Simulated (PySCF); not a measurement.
# SiPH5 (SMILES [SiH3]P) at 6 levels

Wanted: a comparison of 6 runs (B2PLYP/STO-3G, M06-2X/STO-3G, wB97X-V/STO-3G, UMP2/STO-3G, CCSDTQ/STO-3G, NEVPT2(2,2)/STO-3G) of SiPH5. The job is set up through a Python script.

Program for the calculation: PySCF 2.14.0.

1 further run of the same task is left out (set aside as unsound or not needed).

## 1. The structure to begin with

The species is SiPH5 (7 atoms), meant as a singlet with charge 0. As SMILES, `[SiH3]P`. The P2–H7 distance was set to 2.075 Å, away from the relaxed value. At this shape a bond of the SMILES string is far longer than usual.

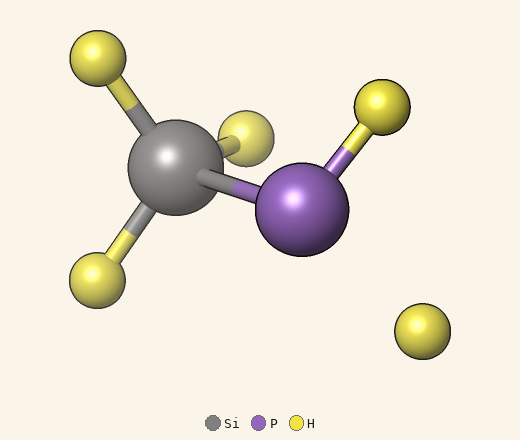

Viewed from a chosen angle; silicon grey, phosphorus purple, hydrogen yellow.

## 2. A single-point energy at B2PLYP/STO-3G (run 1)

File input.py:

```python
from pyscf import gto, dft, mp

mol = gto.M(
    atom='''
Si    -2.031565    -1.153689     0.153810
P      1.185013    -0.487693     2.806230
H     -4.270267    -1.609850     1.707657
H     -1.385449    -3.388819    -1.336635
H     -2.503392     0.982571    -1.542672
H      0.435491     1.911050     3.523268
H      3.646718     0.923679     0.100269
''',
    max_memory=1860,
    spin=0,
    basis='sto-3g',
    charge=0,
    unit='bohr',
    verbose=3,
)

mf = dft.RKS(mol)
mf.xc = '0.53*HF + 0.47*B88, 0.73*LYP'
mf.conv_tol = 1e-10
mf.grids.level = 5
mf.kernel()
if not mf.converged:
    mf = mf.newton().run(mf.mo_coeff, mf.mo_occ)

pt = mp.MP2(mf, frozen=10).run()
etot = mf.e_tot + 0.27 * pt.e_corr
print('PT2 part  %.8f' % (0.27 * pt.e_corr))
print('E(%s) = %.9f' % ('B2PLYP', etot))
```

The run is started by

```console
OMP_NUM_THREADS=1 python input.py
```

Output:

```text
converged SCF energy = -626.164690996215
E(RMP2) = -626.300388508907  E_corr = -0.135697512692695
E(SCS-RMP2) = -626.322645505498  E_corr = -0.157954509282886
PT2 part  -0.03663833
E(B2PLYP) = -626.201329325
```

Wall time 3.9 s (1 thread of Arm Neoverse V1, shared host); peak memory 0.22 GiB.

## 3. The energy at M06-2X/STO-3G (run 2)

File calc.py:

```python
from pyscf import gto, dft

molecule = gto.M(
    atom='''
Si    -2.031565    -1.153689     0.153810
P      1.185013    -0.487693     2.806230
H     -4.270267    -1.609850     1.707657
H     -1.385449    -3.388819    -1.336635
H     -2.503392     0.982571    -1.542672
H      0.435491     1.911050     3.523268
H      3.646718     0.923679     0.100269
''',
    basis='sto-3g',
    unit='bohr',
    charge=0,
    max_memory=1860,
    verbose=3,
    spin=0,
)

calc0 = dft.RKS(molecule)
calc0.xc = 'm06-2x'
calc0.conv_tol = 1e-10
calc0.grids.level = 5
calc0.kernel()
if not calc0.converged:
    calc0 = calc0.newton().run(calc0.mo_coeff, calc0.mo_occ)

energy = calc0.e_tot
print(f'total energy: {energy:.8f} hartree')
```

The run is started by

```console
OMP_NUM_THREADS=1 python calc.py
```

Output:

```text
converged SCF energy = -626.522492616545
total energy: -626.52249262 hartree
```

Wall time 5.4 s (1 thread of Arm Neoverse V1, shared host); peak memory 0.22 GiB.

Runs 3 to 4 aren't shown in full; the table further down has their settings and results.

## 4. The energy at CCSDTQ/STO-3G (run 5)

File input.py:

```python
from pyscf import gto, cc

mol = gto.M(
    atom='''
Si      -1.075058      -0.610506       0.081393
P        0.627082      -0.258076       1.484993
H       -2.259728      -0.851896       0.903653
H       -0.733148      -1.793286      -0.707317
H       -1.324738       0.519954      -0.816347
H        0.230452       1.011284       1.864433
H        1.929760       0.488790       0.053060
''',
    max_memory=1860,
    verbose=3,
    basis='sto-3g',
    charge=0,
)

hf = mol.RHF()
hf.conv_tol = 1e-10
hf.kernel()
if not hf.converged:
    hf = hf.newton().run(hf.mo_coeff, hf.mo_occ)

mycc = cc.CCSDTQ(hf, frozen=10)
mycc.kernel()
etot = mycc.e_tot
print('Final energy', etot)
```

The run is started by

```console
OMP_NUM_THREADS=1 python input.py
```

Output:

```text
converged SCF energy = -625.291186328545
_make_eris_incore_RCCSDTQ
RCCSDTQ converged
E(RCCSDTQ) = -625.4482685996561   E_corr = -0.1570822711110335
E_corr(same-spin) = -0.00271152702801643
E_corr(oppo-spin) = -0.154370744083017
Final energy -625.4482685996561
```

It took 24 s on 1 thread of Arm Neoverse V1, shared host; peak memory 0.17 GiB.

## 5. A single-point energy at NEVPT2(2,2)/STO-3G (run 6)

File calc.py:

```python
import numpy
from pyscf import gto, scf, mp, mcscf, mrpt

molecule = gto.M(
    atom='''
Si      -1.075058      -0.610506       0.081393
P        0.627082      -0.258076       1.484993
H       -2.259728      -0.851896       0.903653
H       -0.733148      -1.793286      -0.707317
H       -1.324738       0.519954      -0.816347
H        0.230452       1.011284       1.864433
H        1.929760       0.488790       0.053060
''',
    charge=0,
    max_memory=1860,
    verbose=4,
    spin=0,
    basis='sto-3g',
)

hf = molecule.RHF()
hf.conv_tol = 1e-10
hf.kernel()
if not hf.converged:
    hf = hf.newton().run(hf.mo_coeff, hf.mo_occ)

pt = mp.MP2(scf.addons.convert_to_uhf(hf)).run()
noons, natorbs = mcscf.addons.make_natural_orbitals(pt)
print('natural occupations', numpy.round(noons[:40], 4))
cas = mcscf.CASSCF(hf, 2, 2)
cas.fix_spin_(ss=0.0)
cas.natorb = True
cas.kernel(natorbs)
e_pt2 = mrpt.NEVPT(cas).kernel()
e_tot = cas.e_tot + e_pt2
print(f'total energy: {e_tot:.8f} hartree')
```

The run is started by

```console
OMP_NUM_THREADS=1 python calc.py
```

Output:

```text
PySCF version 2.14.0

[... 59 lines left out ...]
converged SCF energy = -625.291186328545
[... 54 lines left out ...]
1-step CASSCF converged in   3 macro ( 20 JK   7 micro) steps
[... 12 lines left out ...]
CASSCF energy = -625.352126829501
[... 24 lines left out ...]
Nevpt2 Energy = -0.070596877471024
total energy: -625.42272371 hartree
```

Wall time 0.99 s (1 thread of Arm Neoverse V1, shared host); peak memory 0.12 GiB.

## 6. Overview of the runs

| run | level | frozen core orbitals | nlc grid | energy (Eh) | dipole moment (D) of the reference | HOMO energy (eV) | LUMO energy (eV) | wall time |
| --- | --- | --- | --- | --- | --- | --- | --- | --- |
| 1 | B2PLYP/STO-3G | 10 | – | -626.201329 | 0.94 | -5.41 | 3.66 | 3.9 s |
| 2 | M06-2X/STO-3G | – | – | -626.522493 | 0.84 | -5.51 | 3.15 | 5.4 s |
| 3 | wB97X-V/STO-3G | – | 1 | -626.418635 | 0.92 | -6.72 | 4.45 | 28 s |
| 4 | UMP2/STO-3G | 10 | – | -625.383809 | 0.74 | -7.01 | 7.13 | 0.91 s |
| 5 | CCSDTQ/STO-3G | 10 | – | -625.448269 | 1.04 | -7.01 | 6.32 | 24 s |
| 6 | NEVPT2(2,2)/STO-3G | – | – | -625.422724 | 1.04 | -7.01 | 6.32 | 0.99 s |

## 7. Results

```
                                    quantity          value
                         run 6: total energy  -625.42272 Eh
 run 6: dipole moment (Hartree–Fock density)         1.04 D
  run 6: HOMO energy (Hartree–Fock orbitals)       -7.01 eV
  run 6: LUMO energy (Hartree–Fock orbitals)        6.32 eV
run 6: HOMO–LUMO gap (Hartree–Fock orbitals)       13.33 eV
```

In words: Over runs 1, 2, 3 the dipole moment (its size) runs from 0.84 D (M06-2X/STO-3G) to 0.94 D (B2PLYP/STO-3G). A double hybrid's value is that of its SCF part. Over runs 1, 2, 3 the HOMO–LUMO gap runs from 8.66 eV (M06-2X/STO-3G) to 11.18 eV (wB97X-V/STO-3G). Totals of different functionals can't be ranked against each other. In runs 1, 2, 3, 4, 5, 6 the basis is minimal, so the values are rough. Spin contamination of the reference: run 4 ⟨S²⟩ = 0.60. All runs together took 63 s, the longest 28 s.
